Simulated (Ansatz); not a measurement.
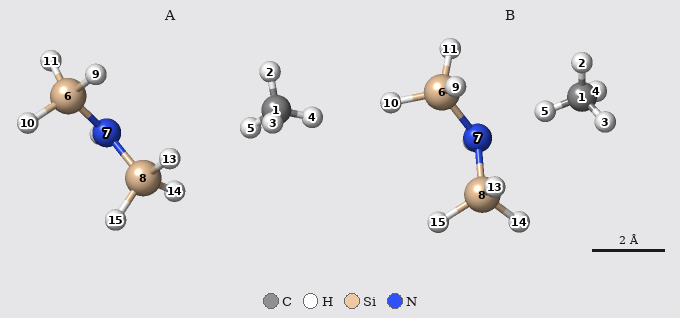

Two geometries of CH$_{11}$NSi$_{2}$, drawn at one scale. One is the start of a relaxation, the other its converged end. Style: ball-and-stick. Shown face on.

The calculation used RKS r2SCAN-D4/STO-3G (Ansatz 0.2.0). (no spin polarisation; force threshold 0.02 eV/Å; at most 40 steps)

**Which of the two is the end point?**

Structure B is the relaxed one. The run prepares the start of a later molecular dynamics calculation, from a guessed geometry. The largest move after the best rigid fit is that of an H atom, 1.89 Å. Largest moves by element: H 1.89 Å, C 1.03 Å, Si 0.96 Å, N 0.88 Å. Near-neighbour distances that change, for instance: H–N 1.007 → 1.041 Å, N–Si 1.732 → 1.758 Å, C–H 1.082 → 1.107 Å, H–Si 1.460 → 1.445 Å. Bond angles that change, for instance: Si–N–Si 128.4° → 121.9°, N–Si–H 105.7° → 108.9°, Si–N–H 114.7° → 111.9°. After 32 geometry steps the energy has fallen by 5.50 kcal/mol. The largest force component goes from 1.1 to 0.015 eV/Å. The forces were under the threshold at step 5, but the run went on from there. The run took roughly 40 core-seconds on a shared host.

Limits of the set-up: the start holds two separate molecules, 2.8 Å apart at their closest, whose relative position is a soft coordinate; STO-3G is a minimal basis, so the numbers are rough.
